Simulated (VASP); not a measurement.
Band structure of SnTe (rock salt). Level of theory: PW91 GGA, VASP's PBE PAW potentials (set 64) (plane waves; VASP).

Unless said otherwise, spin-orbit coupling is left out, though it shifts the bands of the heavy elements here.

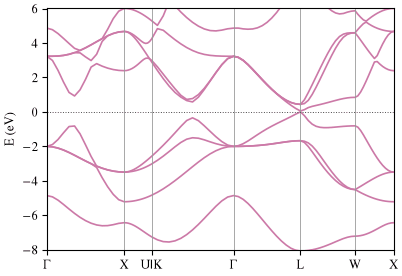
Bands along high-symmetry lines, zero at the valence-band maximum or, without a gap, the Fermi level

Problem. Read the plot: is there a gap, and where are the band edges?

Solution. The gap is direct, 0.05 eV, from the valence maximum at L to the conduction minimum at L. (Edges off the drawn lines would not show.)

The compound is SnTe in the rock salt structure, which distorts at low temperature. It was relaxed first.
